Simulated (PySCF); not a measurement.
C₃H₅F₃S₂ (SMILES CSCSC(F)(F)F)

The calculation's input:

```
{"job": {"kind": "nmr", "xc": "PBE0", "basis": "pcSseg-1"}, "charge": 0, "multiplicity": 1}
C      2.216391     0.646660    -0.288831
S      0.834949     0.749841     0.879938
C      0.057623    -0.839571     0.525097
S     -0.724249    -0.968581    -1.133632
C     -2.187110     0.081978    -0.839879
F     -3.063629    -0.092807    -1.822593
F     -1.887479     1.377542    -0.792175
F     -2.795137    -0.224596     0.307609
H      1.822497     0.474383    -1.286694
H      2.730654     1.600703    -0.249586
H      2.887534    -0.154792     0.007072
H     -0.701591    -1.021036     1.281179
H      0.805158    -1.629236     0.533520
```

Launched as:

```sh
OMP_NUM_THREADS=1 python probes_run.py task.json out
```

Geometry: GFN2-xTB.

The calculation used PBE0/pcSseg-1, SCF density, gas phase, non-relativistic in PySCF 2.14.0.

> Predict the electron density and electron localisation function between the atoms.

C–F (1.33 Å): ρ is about 2.4 e/Å³ halfway; the ELF peaks at about 0.85 between the atoms; a shared but strongly polarised pair.

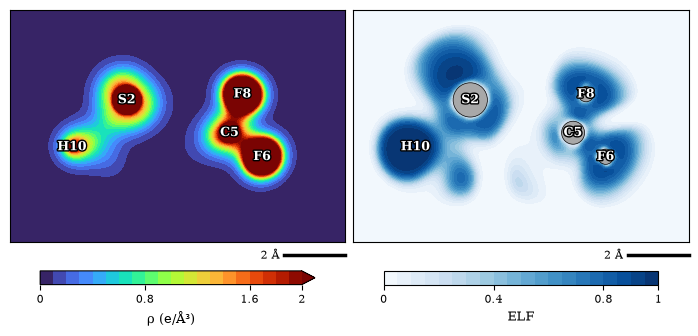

Computed electron density and electron localisation function on the plane of atoms F6, C5 and F8, in this order. Grey discs cover the atomic cores in the ELF map. 
